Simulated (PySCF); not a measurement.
# C₂H₇BOS₂Si: what the fields show

```xyz
14

Si    3.2438    0.1571    0.4430
O     1.6448    0.4129    0.5300
B     0.3620    0.2156    0.4023
S    -0.8759    1.3791    1.0569
C    -2.3065    0.5807    0.2261
C    -2.0748   -0.9109    0.1426
S    -0.3631   -1.2362   -0.4344
H     3.4996   -1.0489   -0.3430
H     3.7443    1.3649   -0.2057
H     3.6438    0.0101    1.8392
H    -3.1949    0.8159    0.8098
H    -2.3925    1.0260   -0.7662
H    -2.7539   -1.3848   -0.5641
H    -2.1774   -1.3820    1.1213
```

Geometry: GFN2-xTB.

Computed with PBE0/pcSseg-1, SCF density, gas phase, non-relativistic (PySCF 2.14.0).

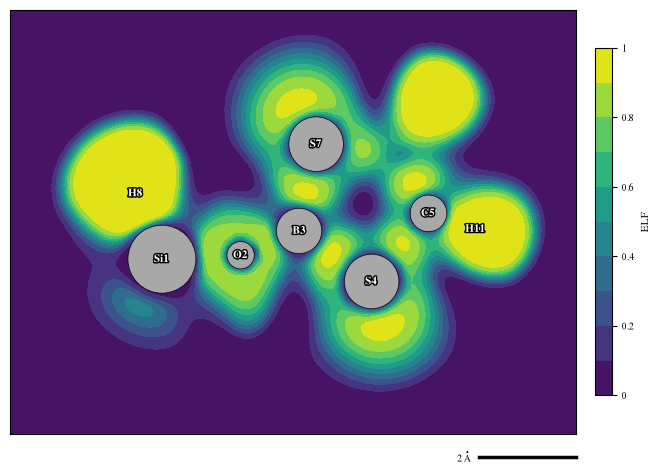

Figure 1. Electron localisation function on the plane of atoms O2, Si1 and H8. Grey discs cover the atomic cores.

Q: What do the fields say about this system?

A: The plane passes through Si, O, B, S, C and H nuclei. B–O (1.30 Å): the ELF peaks at about 0.90 between the atoms (a short, strongly polar bond). Si–O (1.62 Å): the ELF peaks at about 0.85 between the atoms: a short, strongly polar bond. B–S (1.82 Å): the ELF peaks at about 0.95 between the atoms: a shared electron pair. C–S (1.84 Å): the ELF peaks at about 0.90 between the atoms, as expected for a covalent bond. C–H (1.09 Å): the ELF climbs to about 1 towards the hydrogen, as it does in any bond to H; a covalent bond by its length. The ELF also peaks beside S4, O2 and S7, away from the bonds: lone-pair regions.

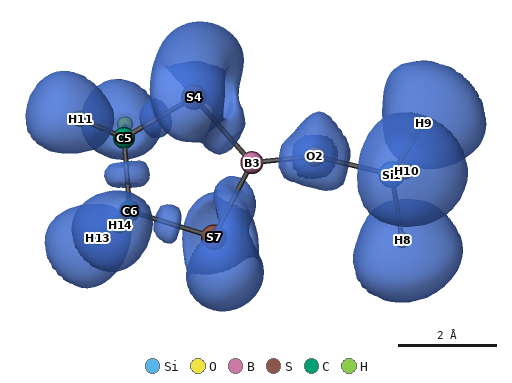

Figure 2. Isosurface of the electron localisation function at 0.8 (blue), seen across its widest extent. Core shells and regions of very low density are left out.

Q: What do the ELF domains correspond to?

A: The surface consists of one region between bonded C–C atoms (shared pairs), two regions between bonded C–S atoms (shared pairs), seven regions around hydrogen nuclei, one region on O in which the atom's valence shell and bonds are merged and two regions on S in which the atom's valence shell and bonds are merged.


 C–C (1.51 Å): the ELF peaks at about 0.95 between the atoms; a covalent bond.

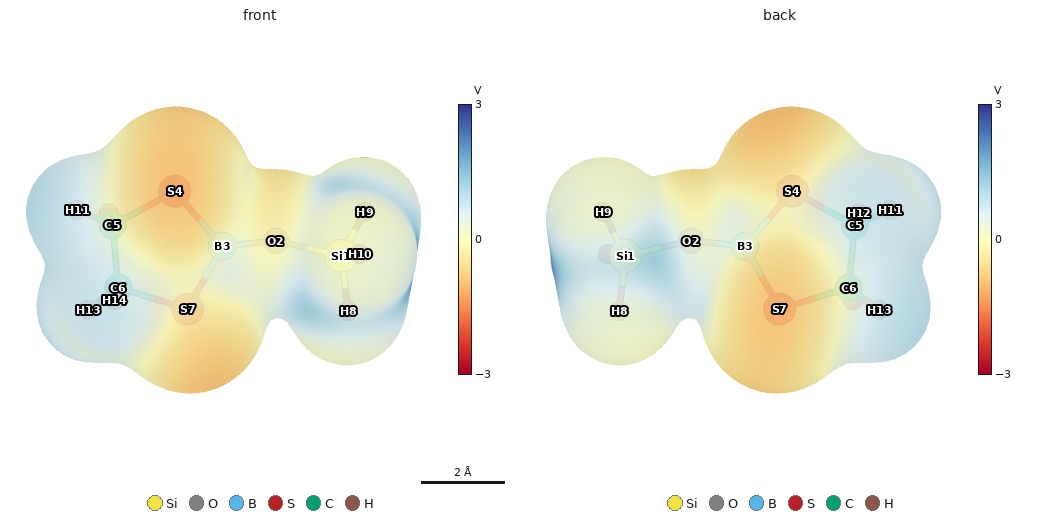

Figure 3. The molecular electrostatic potential painted on the density surface at 0.002 e/bohr³, seen from the front and from behind; red is negative and blue positive.

Q: Where is the surface potential most negative and most positive?

A: The most negative region (about −0.9 V) lies over S4, the most positive (about +2.0 V) over Si1.

Q: What dipole moment does the calculation give?

A: Its dipole moment is 0.57 D.
